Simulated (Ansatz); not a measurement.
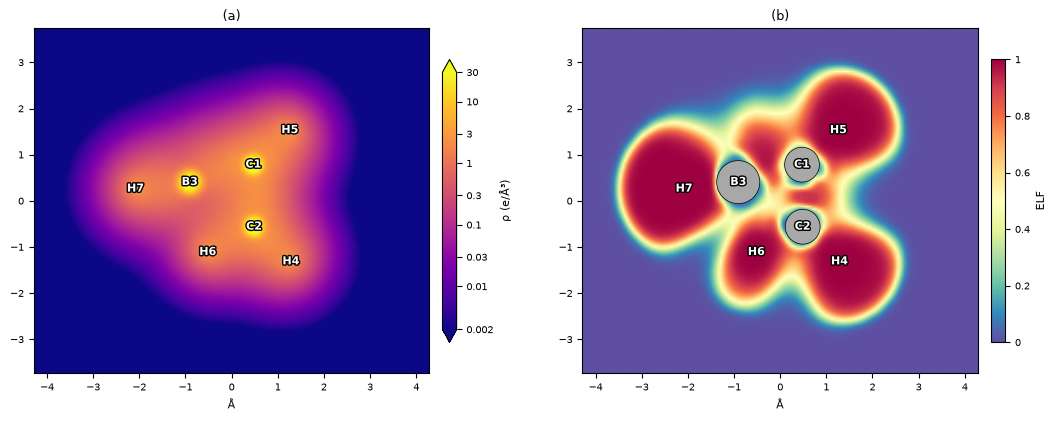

The picture shows: C₂H₄B (charge +1). (a) total electron density; (b) ELF on the molecular plane. Grey discs cover the atomic cores in the ELF map.

Geometry: PBE0-D3(BJ)/pcseg-1.

Method: isolated molecule in a Gaussian basis; Kohn-Sham density functional theory, functional PBE0 in Ansatz.

Input file:

```
crystal:
  periodic: [false, false, false]
  atoms:
    - {symbol: C, position_ang: [-0.605422, -0.904388, 0.323759]}
    - {symbol: C, position_ang: [-0.759260, 0.424491, 0.189914]}
    - {symbol: B, position_ang: [0.712367, -0.367599, 0.486497]}
    - {symbol: H, position_ang: [-1.620457, 1.077047, 0.000679]}
    - {symbol: H, position_ang: [-1.302207, -1.735314, 0.282848]}
    - {symbol: H, position_ang: [0.170317, 1.087539, 0.281231]}
    - {symbol: H, position_ang: [1.850363, -0.087778, 0.642153]}
basis:
  gaussian:
    orbitals: def2-TZVPD
hamiltonian:
  xc: pbe0
total_charge: 1
output: {forces: true, orbitals: {seedname: orbitals}}
```

Launched as:

```sh
ansatz run input.yaml --threads 1 --pin off --max-ram 2610MiB --events-out events.jsonl --progress --plain --runs-dir runs
```

> Describe what can be read from this map.

The section cuts through C, B and H sites.
C–C (1.34 Å): ρ is about 2.3 e/Å³ halfway; the ELF peaks at about 0.90 between the atoms; a short, multiple covalent bond.
C–B (1.43 Å): ρ at the midpoint is about 1.7 e/Å³; the ELF peaks at about 0.90 between the atoms, as expected for localised, covalent bonding.
C–H (1.09 Å): ρ at the midpoint is about 2.1 e/Å³; the ELF climbs to about 1 towards the hydrogen, as it does in any bond to H: a covalent bond by its length.
B–H (1.18 Å): ρ is about 1.4 e/Å³ halfway; the ELF climbs to about 1 towards the hydrogen (an ordinary covalent bond to hydrogen).
